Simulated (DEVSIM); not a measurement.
Device: Mo/Al2O3/p-Si capacitor, at 400 K.

```csv
layer (left to right),material,thickness (nm),Na (cm⁻³)
1,Al2O3,11.0,-
2,Si,440,8.5e17
```

Metal gate on the left, work function 4.6 eV. Fixed charge at the semiconductor interface -3.4e11 cm⁻² (in units of +e); no interface traps.

The device is made up for the run: typed textbook-type constants, with dimensions and the other settings drawn at random. Values at 300 K; Nc and Nv go as T^1.5, mobilities as T to minus their exponent, the gap by Varshni's rule with the affinity fixed.

```
parameter         Al2O3        Si
----------------  -----  --------
gap (eV)            6.8     1.124
affinity (eV)      1.35      4.05
permittivity          9      11.7
Nc (cm⁻³)             -   2.86e19
Nv (cm⁻³)             -    3.1e19
Varshni α (eV/K)      -  0.000473
Varshni β (K)         -       636
```

DEVSIM, 1D Poisson equation in equilibrium, Boltzmann statistics, complete ionisation; no quantum confinement or tunnelling. Metal contacts follow the ideal Schottky-Mott rule: no Fermi-level pinning, no interface dipoles.

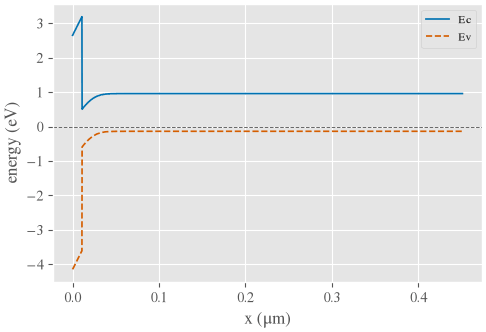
Figure. Band edges at 0.6 V on the gate

Energies count from the Fermi level of the right contact; mesh points crowd at the junctions.

```tsv
x (μm)	Ec (eV)	Ev (eV)	n (cm⁻³)	p (cm⁻³)	field (V/cm)
0.000	2.650	-4.150	< 1e2	< 1e2	500000
0.0009759	2.699	-4.101	< 1e2	< 1e2	500000
0.002487	2.775	-4.025	< 1e2	< 1e2	500000
0.005098	2.906	-3.894	< 1e2	< 1e2	500000
0.008594	3.081	-3.719	< 1e2	< 1e2	500000
0.01014	3.158	-3.642	< 1e2	< 1e2	500000
0.01100	0.501	-0.595	2.1e13	1.5e12	420000
0.01254	0.551	-0.545	5.0e12	6.5e12	310000
0.01498	0.623	-0.473	6.1e11	5.2e13	280000
0.01959	0.739	-0.357	2.1e10	1.5e15	220000
0.02774	0.875	-0.221	4.1e8	7.8e16	120000
0.05144	0.956	-0.140	3.9e7	8.2e17	2300
0.08879	0.958	-0.139	3.8e7	8.5e17	≈ 0
0.1597	0.958	-0.139	3.8e7	8.5e17	≈ 0
0.3095	0.958	-0.139	3.8e7	8.5e17	≈ 0
0.3744	0.958	-0.139	3.8e7	8.5e17	≈ 0
0.4112	0.958	-0.139	3.8e7	8.5e17	≈ 0
0.4306	0.958	-0.139	3.8e7	8.5e17	≈ 0
0.4429	0.958	-0.139	3.8e7	8.5e17	≈ 0
0.4471	0.958	-0.139	3.8e7	8.5e17	≈ 0
0.4495	0.958	-0.139	3.8e7	8.5e17	≈ 0
0.4510	0.958	-0.139	3.8e7	8.5e17	≈ 0
```
